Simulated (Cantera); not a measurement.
Feed: 1 mol AlN, 0.82 mol Cl2, 88 mol N2, held at 10000 Pa.

Method: chemical equilibrium by Gibbs-energy minimisation in Cantera with the NASA 1993 tables (ideal gas, pure condensed phases). Candidate condensed phases: Al, AlCl3, AlN; 11 gas species. The tables' values for AlCl2 are old estimates; treat these amounts as uncertain. Kinetics and transport are ignored.

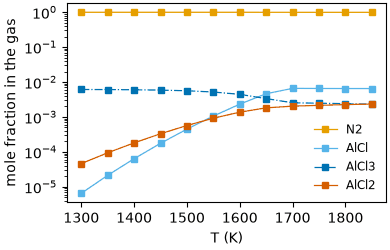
Fig. 1. Equilibrium gas composition (values under 1e-9 drawn at 1e-9)

Q: Read off the mole fractions at 1400 K.

A: N2 about 0.99, AlCl3 about 0.0060, AlCl2 about 0.00018, AlCl about 6.4e-5.
